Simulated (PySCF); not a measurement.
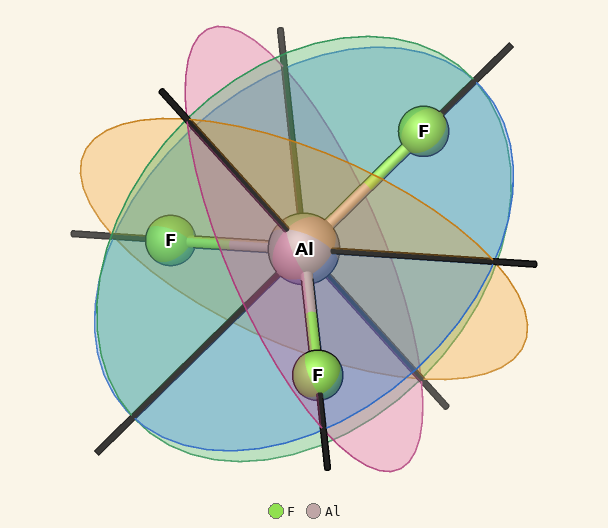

All proper rotation axes (lines) and mirror planes (discs) of the structure are drawn in. Atoms fade into the background with distance from the viewer. The computed structure is the end point of a PBE0-D3(BJ)/def2-TZVP optimisation. No frequency run is at hand to confirm it as a minimum.

**Name the symmetry elements and the point group.**

It has 1 C3 axis, 3 C2 axes, 1 S3 axis and 4 mirror planes. Point group D3h. The group has 12 operations. The geometry is achiral, and symmetry forbids a dipole moment.
